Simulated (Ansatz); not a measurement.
# SiGeP (doublet): correlated methods under varied settings at a displaced geometry (v1)

Aim: run SiGeP (doublet) at one geometry under a spread of methods and options, and see what each costs and gives.

Program: Ansatz 0.2.0, Gaussian basis. Level of theory: the settings change from run to run. These are calculated values, not measurements.

33 further runs of the same task are left out: 2 for a known fault of the program, 22 that didn't finish, 9 set aside as unsound or not needed.

## Step 1: The system

The geometry is a PBE0/def2-TZVP stationary point (not a proven minimum) with its atoms shifted at random (size 0.040 Å). No spin-orbit coupling is included. The filled d shell of Ge may be among the frozen orbitals whatever the setting's name suggests; the logs give the count.

3 atoms, charge 0, spin multiplicity 2.

Atoms are counted from 1 here; the program's logs count them from 0.

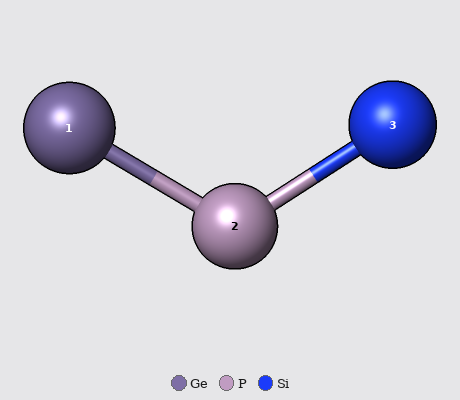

The geometry (germanium purple, phosphorus pink, silicon blue); atoms are numbered from 1 in the order of the file.

## Step 2: BCCD/6-31G

in.yaml reads:

```yaml
crystal:
  periodic: [false, false, false]
  atoms:
    - {symbol: Ge, position_ang: [-0.009855, 0.158360, 1.253992]}
    - {symbol: P, position_ang: [-0.010688, -0.815379, -0.728760]}
    - {symbol: Si, position_ang: [0.037276, 0.489650, -2.439605]}
basis:
  gaussian: {orbitals: 6-31G}
magnetization: {spin_polarized: true, initial_magnetization: 1}
hamiltonian: {xc: {name: PBE}}
correlation: {method: bccd, electrons: valence}
accuracy: high
scf: {lower_state_search: off}
```

Run with:

```console
$ ansatz run in.yaml --threads 1 --pin off --events-out ev --progress --plain --max-ram 2393MiB
```

The program printed, cut to the lines that bear on the results:

```text
Functional definition: PBE
  name "PBE"
  cite "Perdew, Burke & Ernzerhof, Phys. Rev. Lett. 77, 3865 (1996) doi:10.1103/PhysRevLett.77.3865"
  parent pbe
[...]
982 factors; integrals over basis functions are off by at most 4.7e-9 eV
[...]
mean field -73654.57378170 eV, -2706.7556616141 hartree, gradient 3.1e-8 eV, S^2 0.768720; 0 other end points of the search recorded, 0 dependent functions left out
19 core orbitals not correlated: weight in the atoms' cores, before any rotation towards them, 1.000 or more for the frozen orbitals, at most 0.000 for the correlated occupied ones
reference -73593.81557886 eV, -2704.5228388434 hartree; 12, 11 occupied and 24, 25 virtual orbitals, 982 factors
second order -8.91859897 eV of doubles, -0.53629468 eV of singles
cycle   1  -8.52727009 eV  change    9.1e-1 eV  update   1.5e-1
[...]
cycle  31  -9.01433520 eV  change   -1.4e-9 eV  update   1.5e-9
Total energy: -73602.82991406 eV, -2704.8541095517 hartree
Checks for a lower state left out: stability, starts, cluster_reference, orbital_swaps, neighbouring_geometries, increment
```

Run time: 19 s. Hardware: 1 thread of Intel Xeon at 2.50GHz, shared host.

From the report: ⟨S²⟩ of the determinant 0.769 (pure doublet: 0.75); correlation -9.0143 eV; largest double amplitude 0.13.

## Step 3: BCCD(T)/cc-pVDZ

in.yaml reads:

```yaml
crystal:
  periodic: [false, false, false]
  atoms:
    - {symbol: Ge, position_ang: [-0.009855, 0.158360, 1.253992]}
    - {symbol: P, position_ang: [-0.010688, -0.815379, -0.728760]}
    - {symbol: Si, position_ang: [0.037276, 0.489650, -2.439605]}
basis:
  gaussian: {orbitals: cc-pVDZ}
magnetization: {spin_polarized: false, initial_magnetization: 1}
hamiltonian: {xc: {name: PBE}}
correlation: {method: bccd_t, electrons: outside_noble_gas}
```

Launched as before.

The program printed, cut to the lines that bear on the results:

```text
Functional definition: PBE
  name "PBE"
  cite "Perdew, Burke & Ernzerhof, Phys. Rev. Lett. 77, 3865 (1996) doi:10.1103/PhysRevLett.77.3865"
  parent pbe
[...]
706 factors; integrals over basis functions are off by at most 9.7e-4 eV
[...]
mean field -73665.32348731 eV, -2707.1507060089 hartree, gradient 2.6e-6 eV, S^2 0.750000; 16 other end points of the search recorded, 0 dependent functions left out
[...]
24 core orbitals not correlated: weight in the atoms' cores, before any rotation towards them, 0.999 or more for the frozen orbitals, at most 0.000 for the correlated occupied ones
reference -73604.00838672 eV, -2704.8974176233 hartree; 7, 6 occupied and 32, 33 virtual orbitals, 706 factors
second order -8.04286992 eV of doubles, -0.53979218 eV of singles
cycle   1  -8.16101861 eV  change    4.2e-1 eV  update   1.6e-1
[...]
cycle  15  -8.74404351 eV  change    1.5e-6 eV  update   1.6e-5
perturbative correction -0.52959869 eV, -0.0194623930 hartree
Total energy: -73613.28202893 eV, -2705.2382176884 hartree
```

Run time: 72 s. Hardware: 1 thread of Intel Xeon at 2.50GHz, shared host.

From the report: correlation -9.2736 eV; largest double amplitude 0.10.

## Step 4: BCCD on UHF/STO-3G

in.yaml reads:

```yaml
crystal:
  periodic: [false, false, false]
  atoms:
    - {symbol: Ge, position_ang: [-0.009855, 0.158360, 1.253992]}
    - {symbol: P, position_ang: [-0.010688, -0.815379, -0.728760]}
    - {symbol: Si, position_ang: [0.037276, 0.489650, -2.439605]}
basis:
  gaussian: {orbitals: STO-3G, fitting: {mean_field: def2-universal-jkfit}}
magnetization: {spin_polarized: true, initial_magnetization: 1}
correlation: {method: bccd, electrons: outside_noble_gas, diis_vectors: 2}
output: {forces: true}
```

The command is unchanged.

The program printed, cut to the lines that bear on the results:

```text
Functional definition: HF
  name "HF"
  cite "Fock, Z. Phys. 61, 126 (1930) doi:10.1007/BF01340294"
  parent pbe
[...]
522 factors; integrals over basis functions are off by at most 1.6e-2 eV
[...]
mean field -72767.04410528 eV, -2674.1395475951 hartree, gradient 8.2e-7 eV, S^2 1.354566; 37 other end points of the search recorded, 0 dependent functions left out
determinant -72767.04410528 eV, -2674.1395475951 hartree, with singles and doubles -72770.15073021 eV, -2674.2537139555 hartree
determinant -72766.35894318 eV, -2674.1143683521 hartree, with singles and doubles -72769.55251790 eV, -2674.2317300587 hartree
determinant -72766.32286914 eV, -2674.1130426558 hartree, with singles and doubles -72769.47641400 eV, -2674.2289332919 hartree
determinant -72766.29325603 eV, -2674.1119543940 hartree, with singles and doubles -72769.53316946 eV, -2674.2310190166 hartree
[...]
24 core orbitals not correlated, not the lowest: weight in the atoms' cores, before any rotation towards them, 0.938 or more for the frozen orbitals, at most 0.078 for the correlated occupied ones
reference -72767.04410528 eV, -2674.1395475951 hartree; 7, 6 occupied and 5, 6 virtual orbitals, 522 factors
second order -1.94486124 eV of doubles, -0.00000000 eV of singles
cycle   1  -3.11613795 eV  change    3.6e-2 eV  update   7.4e-2
[...]
cycle  33  -3.03695175 eV  change    1.8e-7 eV  update   1.5e-7
WARN: the results are in doubt because among natural orbitals full CI differs from the method by -0.147 eV
[...]
Total energy: -72770.08105703 eV, -2674.2511535134 hartree
Atom 0 at    -0.009855     0.158360     1.253992 Å, force     0.004624    -0.896368    -2.327904 eV/Å
Atom 1 at    -0.010688    -0.815379    -0.728760 Å, force     0.036150     1.896333     0.641902 eV/Å
Atom 2 at     0.037276     0.489650    -2.439605 Å, force    -0.040775    -0.999965     1.686001 eV/Å
Dipole moment:     0.004483     0.074679    -0.259977 e Å
In doubt: among natural orbitals full CI differs from the method by -0.147 eV
```

Run time: 94 s. Hardware: 1 thread of Intel Xeon at 2.50GHz, shared host.

From the report: ⟨S²⟩ of the determinant 1.355 (pure doublet: 0.75); correlation -3.0370 eV; largest double amplitude 0.19. The determinant is far from a pure spin state, so its energy mixes those of several spin states (harmless only where they are near-degenerate, as at dissociation). The program marks this result as in doubt; its last lines say why.

## Step 5: HF/cc-pVDZ

in.yaml reads:

```yaml
crystal:
  periodic: [false, false, false]
  atoms:
    - {symbol: Ge, position_ang: [-0.009855, 0.158360, 1.253992]}
    - {symbol: P, position_ang: [-0.010688, -0.815379, -0.728760]}
    - {symbol: Si, position_ang: [0.037276, 0.489650, -2.439605]}
basis:
  gaussian: {orbitals: cc-pVDZ}
magnetization: {spin_polarized: true, initial_magnetization: 1}
hamiltonian: {xc: hf}
accuracy: high
output: {orbitals: {seedname: orbitals}}
```

Same command.

The program printed, cut to the lines that bear on the results:

```text
Functional definition: HF
  name "HF"
  cite "Fock, Z. Phys. 61, 126 (1930) doi:10.1007/BF01340294"
  parent pbe
[...]
1269 factors; integrals over basis functions are off by at most 4.4e-9 eV
[...]
mean field -73605.62816348 eV, -2704.9569433210 hartree, gradient 3.0e-8 eV, S^2 1.124484; 7 other end points of the search recorded, 0 dependent functions left out
reference -73605.62816348 eV, -2704.9569433210 hartree; 31, 30 occupied and 32, 33 virtual orbitals, 1269 factors
Total energy: -73605.62816348 eV, -2704.9569433210 hartree
```

It took 53 s on 1 thread of Intel Xeon at 2.50GHz, shared host.

From the report: ⟨S²⟩ of the determinant 1.124 (pure doublet: 0.75).

## Step 6: BCCD/cc-pVDZ

in.yaml: that of step 5 with these lines changed.

```diff
@@ -8,5 +8,6 @@
   gaussian: {orbitals: cc-pVDZ}
-magnetization: {spin_polarized: true, initial_magnetization: 1}
-hamiltonian: {xc: hf}
+magnetization: {spin_polarized: false, initial_magnetization: 1}
+hamiltonian: {xc: {name: PBE0}}
+correlation: {method: bccd, electrons: outside_noble_gas}
 accuracy: high
-output: {orbitals: {seedname: orbitals}}
+scf: {omitted_lower_state_checks: [cluster_reference]}
```

The command is unchanged.

The program printed, cut to the lines that bear on the results:

```text
Functional definition: PBE0
  name "PBE0"
  cite "Adamo & Barone, J. Chem. Phys. 110, 6158 (1999) doi:10.1063/1.478522"
  cite "Perdew, Burke & Ernzerhof, Phys. Rev. Lett. 77, 3865 (1996) doi:10.1103/PhysRevLett.77.3865"
  parent pbe
[...]
1269 factors; integrals over basis functions are off by at most 4.4e-9 eV
[...]
mean field -73667.86503086 eV, -2707.2441060117 hartree, gradient 2.9e-8 eV, S^2 0.750000; 10 other end points of the search recorded, 0 dependent functions left out
24 core orbitals not correlated: weight in the atoms' cores, before any rotation towards them, 0.999 or more for the frozen orbitals, at most 0.000 for the correlated occupied ones
reference -73604.50176398 eV, -2704.9155489031 hartree; 7, 6 occupied and 32, 33 virtual orbitals, 1269 factors
second order -7.77284304 eV of doubles, -0.35812149 eV of singles
cycle   1  -7.93950626 eV  change    1.9e-1 eV  update   1.5e-1
[...]
cycle  35  -8.45556487 eV  change  -1.3e-10 eV  update   1.1e-9
WARN: the results are in doubt because among natural orbitals full CI differs from the method by -0.080 eV
Total energy: -73612.95732885 eV, -2705.2262851806 hartree
In doubt: among natural orbitals full CI differs from the method by -0.080 eV
Checks for a lower state left out: cluster_reference
```

Run time: 76 s. Hardware: 1 thread of Intel Xeon at 2.50GHz, shared host.

From the report: correlation -8.4556 eV; largest double amplitude 0.10. The program marks this result as in doubt; its last lines say why.

## Step 7: NEVPT2(7,5)/cc-pVDZ

in.yaml: that of step 6 with these lines changed.

```diff
@@ -9,5 +9,4 @@
 magnetization: {spin_polarized: false, initial_magnetization: 1}
-hamiltonian: {xc: {name: PBE0}}
-correlation: {method: bccd, electrons: outside_noble_gas}
-accuracy: high
-scf: {omitted_lower_state_checks: [cluster_reference]}
+correlation: {method: sc_nevpt2, electrons: outside_noble_gas, active_space: {window: {electrons: 7, orbitals: 5}}}
+scf: {lower_state_search: off}
+output: {forces: true}
```

Same command.

The program printed, cut to the lines that bear on the results:

```text
Functional definition: HF
  name "HF"
  cite "Fock, Z. Phys. 61, 126 (1930) doi:10.1007/BF01340294"
  parent pbe
[...]
706 factors; integrals over basis functions are off by at most 9.7e-4 eV
[...]
mean field -73605.09870365 eV, -2704.9374860312 hartree, gradient 5.7e-6 eV, S^2 0.750000; 0 other end points of the search recorded, 0 dependent functions left out
reference -73605.09870365 eV, -2704.9374860312 hartree; 31, 30 occupied and 32, 33 virtual orbitals, 706 factors
state -73605.89882448 eV, -2704.9668899293 hartree
state -73605.89882448 eV, -2704.9668899293 hartree; corrected -73612.21559675 eV, -2705.1990270287 hartree
[...]
Total energy: -73612.21559675 eV, -2705.1990270287 hartree
Atom 0 at    -0.009855     0.158360     1.253992 Å, force     0.000572     0.044564     0.040984 eV/Å
Atom 1 at    -0.010688    -0.815379    -0.728760 Å, force     0.013891     0.338104    -0.579775 eV/Å
Atom 2 at     0.037276     0.489650    -2.439605 Å, force    -0.014462    -0.382669     0.538791 eV/Å
Dipole moment:     0.001991     0.125391     0.079657 e Å
Checks for a lower state left out: stability, starts, cluster_reference, orbital_swaps, neighbouring_geometries, increment
```

It took 22 s on 1 thread of Intel Xeon at 2.50GHz, shared host.

From the report: 24 determinants; active occupations 2.00, 1.99, 1.88, 1.00, 0.13.

## Step 8: MP2 on UHF/cc-pVDZ

in.yaml reads:

```yaml
crystal:
  periodic: [false, false, false]
  atoms:
    - {symbol: Ge, position_ang: [-0.009855, 0.158360, 1.253992]}
    - {symbol: P, position_ang: [-0.010688, -0.815379, -0.728760]}
    - {symbol: Si, position_ang: [0.037276, 0.489650, -2.439605]}
basis:
  gaussian: {orbitals: cc-pVDZ}
magnetization: {spin_polarized: true, initial_magnetization: 1}
correlation: {method: mp2, electrons: outside_noble_gas}
```

Launched as before.

The program printed, cut to the lines that bear on the results:

```text
Functional definition: HF
  name "HF"
  cite "Fock, Z. Phys. 61, 126 (1930) doi:10.1007/BF01340294"
  parent pbe
[...]
706 factors; integrals over basis functions are off by at most 9.7e-4 eV
[...]
mean field -73605.62804581 eV, -2704.9569389970 hartree, gradient 3.5e-6 eV, S^2 1.124482; 13 other end points of the search recorded, 0 dependent functions left out
24 core orbitals not correlated: weight in the atoms' cores, before any rotation towards them, 1.000 or more for the frozen orbitals, at most 0.000 for the correlated occupied ones
reference -73605.62804581 eV, -2704.9569389970 hartree; 7, 6 occupied and 32, 33 virtual orbitals, 706 factors
second order -6.32891832 eV of doubles, -0.00000000 eV of singles
Total energy: -73611.95696413 eV, -2705.1895224553 hartree
```

It took 39 s on 1 thread of Intel Xeon at 2.50GHz, shared host.

From the report: ⟨S²⟩ of the determinant 1.124 (pure doublet: 0.75).

## Step 9: MP2 on ROHF/cc-pVDZ

in.yaml: that of step 8 with these lines changed.

```diff
@@ -7,4 +7,5 @@
 basis:
-  gaussian: {orbitals: cc-pVDZ}
-magnetization: {spin_polarized: true, initial_magnetization: 1}
+  gaussian: {orbitals: cc-pVDZ, fitting: {mean_field: def2-universal-jkfit}}
+magnetization: {spin_polarized: false, initial_magnetization: 1}
 correlation: {method: mp2, electrons: outside_noble_gas}
+output: {forces: true}
```

The command is unchanged.

The program printed, cut to the lines that bear on the results:

```text
Functional definition: HF
  name "HF"
  cite "Fock, Z. Phys. 61, 126 (1930) doi:10.1007/BF01340294"
  parent pbe
[...]
522 factors; integrals over basis functions are off by at most 1.6e-2 eV
[...]
mean field -73605.09612309 eV, -2704.9373911975 hartree, gradient 6.0e-6 eV, S^2 0.750000; 20 other end points of the search recorded, 0 dependent functions left out
[...]
24 core orbitals not correlated: weight in the atoms' cores, before any rotation towards them, 1.000 or more for the frozen orbitals, at most 0.000 for the correlated occupied ones
reference -73605.09612309 eV, -2704.9373911975 hartree; 7, 6 occupied and 32, 33 virtual orbitals, 522 factors
second order -7.05305257 eV of doubles, -0.07822687 eV of singles
[...]
Total energy: -73612.22740254 eV, -2705.1994608835 hartree
Atom 0 at    -0.009855     0.158360     1.253992 Å, force    -0.000186    -0.029099    -0.044210 eV/Å
Atom 1 at    -0.010688    -0.815379    -0.728760 Å, force     0.014675     0.426582    -0.465652 eV/Å
Atom 2 at     0.037276     0.489650    -2.439605 Å, force    -0.014488    -0.397483     0.509862 eV/Å
Dipole moment:     0.001910     0.135568     0.108743 e Å
```

Wall time 77 s (1 thread of Intel Xeon at 2.50GHz, shared host).

## Step 10: CCSD(T) on UHF/STO-3G

in.yaml reads:

```yaml
crystal:
  periodic: [false, false, false]
  atoms:
    - {symbol: Ge, position_ang: [-0.009855, 0.158360, 1.253992]}
    - {symbol: P, position_ang: [-0.010688, -0.815379, -0.728760]}
    - {symbol: Si, position_ang: [0.037276, 0.489650, -2.439605]}
basis:
  gaussian: {orbitals: STO-3G}
magnetization: {spin_polarized: true, initial_magnetization: 1}
correlation: {method: ccsd_t, electrons: valence, diis_vectors: 4}
```

Same command.

The program printed, cut to the lines that bear on the results:

```text
Functional definition: HF
  name "HF"
  cite "Fock, Z. Phys. 61, 126 (1930) doi:10.1007/BF01340294"
  parent pbe
[...]
363 factors; integrals over basis functions are off by at most 3.2e-5 eV
[...]
mean field -72767.01871894 eV, -2674.1386146641 hartree, gradient 2.6e-6 eV, S^2 1.354500; 37 other end points of the search recorded, 0 dependent functions left out
determinant -72767.01871894 eV, -2674.1386146641 hartree, with singles and doubles -72770.14346324 eV, -2674.2534468991 hartree
determinant -72766.33352669 eV, -2674.1134343135 hartree, with singles and doubles -72769.55500461 eV, -2674.2318214433 hartree
determinant -72766.29759092 eV, -2674.1121136983 hartree, with singles and doubles -72769.47785642 eV, -2674.2289862998 hartree
determinant -72766.26796980 eV, -2674.1110251423 hartree, with singles and doubles -72769.53846325 eV, -2674.2312135597 hartree
[...]
determinant -72766.18102929 eV, -2674.1078301375 hartree, with singles and doubles -72770.04588864 eV, -2674.2498610989 hartree
determinant -72766.15829501 eV, -2674.1069946680 hartree, with singles and doubles -72770.03823011 eV, -2674.2495796529 hartree
determinant -72765.88711106 eV, -2674.0970288417 hartree, with singles and doubles -72769.68133599 eV, -2674.2364640360 hartree
19 core orbitals not correlated: weight in the atoms' cores, before any rotation towards them, 1.000 or more for the frozen orbitals, at most 0.000 for the correlated occupied ones
reference -72767.01871894 eV, -2674.1386146641 hartree; 12, 11 occupied and 5, 6 virtual orbitals, 363 factors
second order -1.96925306 eV of doubles, -0.00000000 eV of singles
cycle   1  -3.17737270 eV  change   -6.4e-6 eV  update   5.9e-6
[...]
cycle   4  -3.17740402 eV  change   -4.4e-6 eV  update   1.8e-6
perturbative correction -0.14829427 eV, -0.0054497139 hartree
Total energy: -72770.34441723 eV, -2674.2608318222 hartree
```

Run time: 82 s. Hardware: 1 thread of Intel Xeon at 2.50GHz, shared host.

From the report: ⟨S²⟩ of the determinant 1.354 (pure doublet: 0.75); correlation -3.3257 eV; T1 0.060; largest double amplitude 0.21. The determinant is far from a pure spin state, so its energy mixes those of several spin states (harmless only where they are near-degenerate, as at dissociation).

## Step 11: All runs side by side

 † marks a result that the program doubts.

```
                            level         correlated  functions  energy (eV)  time
     BCCD/6-31G (on PBE orbitals)            valence         55  -73602.8299  19 s
BCCD(T)/cc-pVDZ (on PBE orbitals)  outside noble gas         63  -73613.2820  72 s
             BCCD on UHF/STO-3G †  outside noble gas         36  -72770.0811  94 s
                       HF/cc-pVDZ                            63  -73605.6282  53 s
BCCD/cc-pVDZ (on PBE0 orbitals) †  outside noble gas         63  -73612.9573  76 s
              NEVPT2(7,5)/cc-pVDZ  outside noble gas         63  -73612.2156  22 s
               MP2 on UHF/cc-pVDZ  outside noble gas         63  -73611.9570  39 s
              MP2 on ROHF/cc-pVDZ  outside noble gas         63  -73612.2274  77 s
            CCSD(T) on UHF/STO-3G            valence         36  -72770.3444  82 s
```

## Step 12: Summary of results

| quantity | value |
| --- | --- |
| runs | 9 |
| quickest | BCCD/6-31G (on PBE orbitals), 19 s |
| slowest | BCCD on UHF/STO-3G †, 94 s |

Total energies in different bases, with other cores or another treatment of relativity can't be set against each other. BCCD on UHF/STO-3G † took 5 times as long as BCCD/6-31G (on PBE orbitals); the jobs differ in more than the method.
